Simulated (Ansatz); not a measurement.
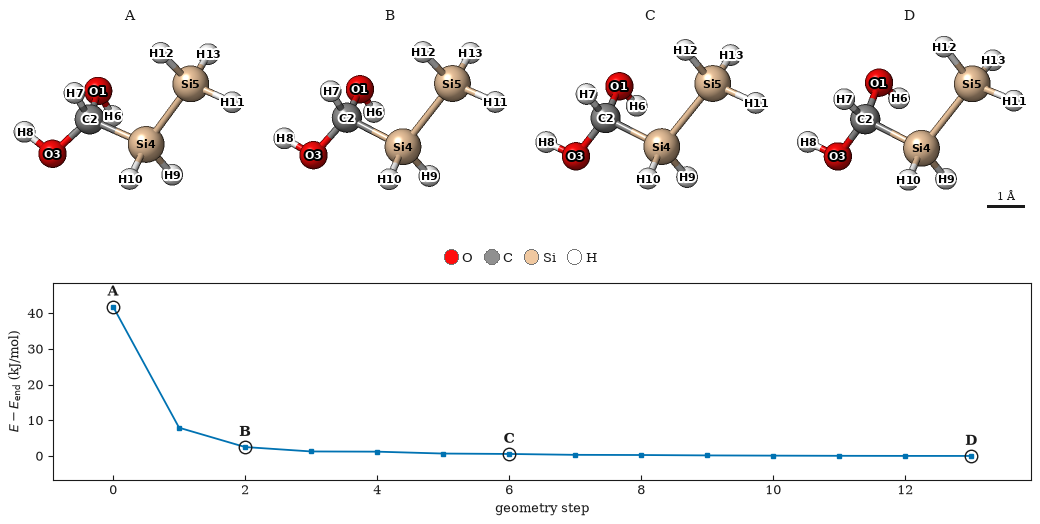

Frames of a relaxation of CH$_{8}$O$_{2}$Si$_{2}$ (coarse preliminary run), marked on the history of the run. A ball-and-stick model, seen from a free direction.

The start comes from a force field.

All numbers below come from Ansatz 0.2.0, RKS PBE-D4/def2-SVP.

Input
```yaml
crystal:
  periodic: [false, false, false]
  atoms:
    - {symbol: O, position_ang: [0.063600, 1.306900, 1.512200]}
    - {symbol: C, position_ang: [-0.602000, 0.139500, 1.068800]}
    - {symbol: O, position_ang: [-1.914100, 0.152100, 1.674400]}
    - {symbol: Si, position_ang: [-0.529300, -0.167600, -0.804200]}
    - {symbol: Si, position_ang: [1.583000, -0.580800, -1.432100]}
    - {symbol: H, position_ang: [-0.502000, 2.082400, 1.085800]}
    - {symbol: H, position_ang: [-0.009600, -0.678500, 1.529200]}
    - {symbol: H, position_ang: [-1.672800, 0.021400, 2.628400]}
    - {symbol: H, position_ang: [-1.143600, 1.026700, -1.482400]}
    - {symbol: H, position_ang: [-1.441600, -1.364100, -1.112000]}
    - {symbol: H, position_ang: [1.650500, -0.917900, -2.838900]}
    - {symbol: H, position_ang: [2.156200, -1.705500, -0.619100]}
    - {symbol: H, position_ang: [2.381900, 0.650800, -1.195600]}
basis:
  gaussian: {orbitals: def2-SVP}
hamiltonian: {xc: pbe, dispersion: d4}
relax: {f_tol: 0.03, max_steps: 200}
```

Run as
```bash
ansatz run in.yaml --threads 4 --pin off --events-out ev --progress --plain --max-ram 10444MiB
```

What happens along the run?

Answer. The largest move after the best rigid fit is that of H6, 0.62 Å. Largest moves by element: H 0.62 Å, O 0.40 Å, Si 0.19 Å, C 0.16 Å. Near-neighbour distances that change, for instance: Si4–Si5 2.242 → 2.352 Å, O1–H6 1.050 → 0.978 Å, Si5–H11 1.448 → 1.507 Å, C2–O3 1.445 → 1.408 Å. Bond angles that change, for instance: O3–C2–Si4 116.7° → 107.8°, C2–O3–H8 100.4° → 107.2°, O1–C2–O3 106.8° → 113.1°. The energy falls by 41.8 kJ/mol in 13 geometry steps. Largest force component: 2.1 eV/Å at the start, 0.015 eV/Å at the end. From step 0 to 2: H8 moves most (0.24 Å), energy −39.3 kJ/mol. From step 2 to 6: H6 moves most (0.21 Å), energy −1.94 kJ/mol. From step 6 to 13: H6 moves most (0.26 Å), energy −0.56 kJ/mol.
